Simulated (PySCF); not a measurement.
Input

```
{"job": {"kind": "nmr", "xc": "PBE0", "basis": "pcSseg-1"}, "charge": 0, "multiplicity": 1}
F     -2.797100     0.615207    -0.661365
C     -2.011797    -0.246755    -0.001931
F     -2.138043     0.038637     1.300696
F     -2.541657    -1.464111    -0.180553
C     -0.571956    -0.179997    -0.477838
C      0.019856     1.220366    -0.262493
O      1.390376     1.217861    -0.639926
C      2.123970     0.262783     0.000853
F      2.196609     0.583446     1.350741
O      1.665914    -1.016179    -0.122362
C      0.314338    -1.171235     0.289989
H     -0.555052    -0.425919    -1.545064
H     -0.458875     1.967788    -0.896334
H     -0.077219     1.513562     0.791053
H      3.147208     0.298278    -0.392006
H      0.229683    -0.994519     1.370113
H      0.056746    -2.207184     0.066518
```

Run with:

```sh
OMP_NUM_THREADS=1 python probes_run.py task.json out
```

Geometry: GFN2-xTB.

Computed with PySCF 2.14.0, PBE0/pcSseg-1, SCF density, gas phase, non-relativistic.

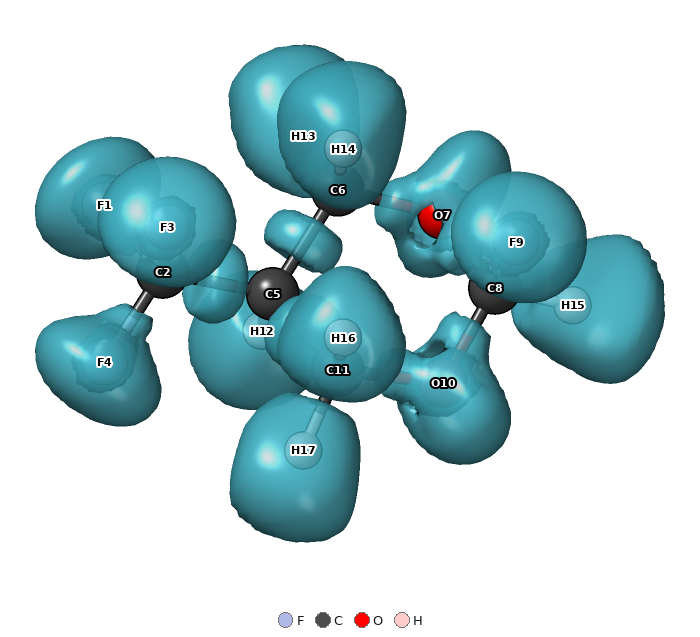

C₅H₆F₄O₂. Isosurface of the ELF at 0.75 (cyan), seen at a tilt. Only the valence region is drawn (cores and ρ < 0.01 e/Å³ removed).

**Describe the localisation domains.**

The ELF exceeds this value in three regions between bonded C–C atoms (shared pairs), six regions around hydrogen nuclei, four regions on F in which the atom's valence shell and bonds are merged and two regions on O in which the atom's valence shell and bonds are merged. Along the contacts the grid gives the following. C–F (1.34 Å): the ELF peaks at about 0.85 between the atoms: a polar covalent bond. C–O (1.36 Å): the ELF peaks at about 0.90 between the atoms (a shared but strongly polarised pair).
